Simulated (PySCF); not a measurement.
B(PH3)Cl3 (BCl₃H₃P).

Level of theory: PBE/def2-SVPD (PySCF), at a geometry from GFN2-xTB. No frequency check shows the geometry to be a minimum. GFN2-xTB bond lengths at metals and heavier atoms can be off by up to 0.1 Å and shapes distorted, which carries into these values.

Geometry (Å), atoms numbered from 1:

```
B1      -0.2140    0.0002   -0.0472
P2       1.7266   -0.0040    0.4423
H3       2.1573    0.9751    1.3081
H4       2.6027    0.1500   -0.6062
H5       2.2144   -1.1406    1.0447
Cl6     -0.4477    1.6460   -0.7964
Cl7     -1.0813   -0.2487    1.5336
Cl8     -0.3417   -1.3930   -1.2163
```

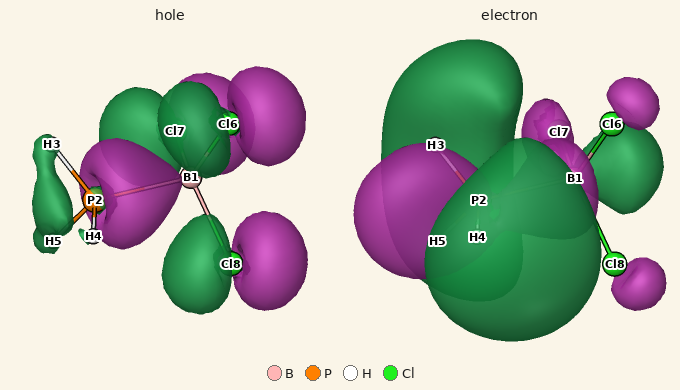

Leading natural transition orbital pair of S₅ (TDA singlet states); the surfaces enclose about 70 % of each orbital's density.

Where does the state lie, and where do hole and electron sit?

6.24 eV (199 nm), f = 0.006, partly diffuse acceptor orbital; the leading pair carries 97 %; hole on Cl7 (27 %), Cl6 and Cl8 (23 % each) and P2 (16 %), electron on P2 (34 %), H4 (17 %) and Cl7 (10 %) (atom shares of so diffuse an orbital are rough); their centroids lie 1.7 Å apart; S₆ lies within 0.1 eV of it. In canonical orbitals it is mainly HOMO−1 → LUMO (47 %). The HOMO–LUMO gap is 5.81 eV.
